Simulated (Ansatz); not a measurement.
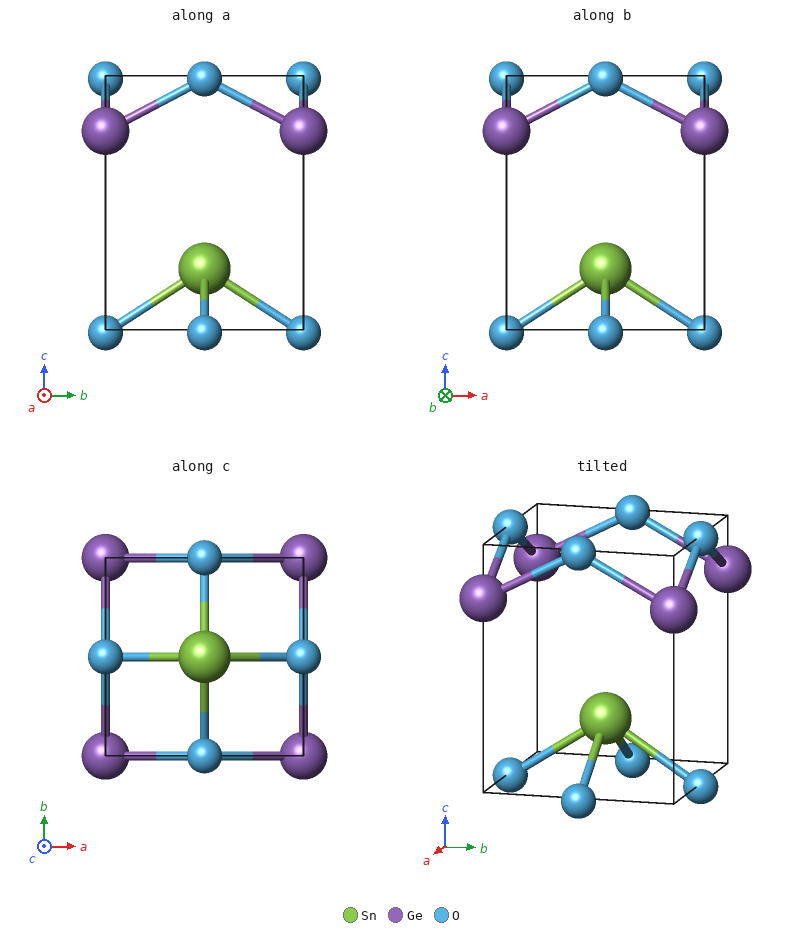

An orthographic ball-and-stick view of the structure, along the a axis, along the b axis, along the c axis and slightly off an axis. The frame is the conventional unit cell; atoms at its boundary are shown with their periodic copies.

Lattice parameters: a = 3.7483 Å, b = 3.7483 Å, c = 4.8073 Å, α = 90.000°, β = 90.000°, γ = 90.000°.

### Convert the drawing into a CIF with its space group and independent sites, with free fractional coordinates to two decimals.

```cif
data_structure
_symmetry_space_group_name_H-M 'P 4 m m'
_symmetry_Int_Tables_number 99
_cell_length_a 3.7483
_cell_length_b 3.7483
_cell_length_c 4.8073
_cell_angle_alpha 90.000
_cell_angle_beta 90.000
_cell_angle_gamma 90.000
_cell_volume 67.54
loop_
_atom_site_label
_atom_site_type_symbol
_atom_site_symmetry_multiplicity
_atom_site_Wyckoff_symbol
_atom_site_fract_x
_atom_site_fract_y
_atom_site_fract_z
_atom_site_occupancy
Sn1 Sn 1 b 0.50 0.50 0.24 1
Ge1 Ge 1 a 0.00 0.00 0.78 1
O1 O 2 c 0.00 0.50 0.99 1
```

The structure was taken from a structure type filled with these elements by a generator (whether the compound takes this form wasn't checked). Earlier steps of the study may have refined or changed the cell and positions. It went into a calculation with Ansatz.
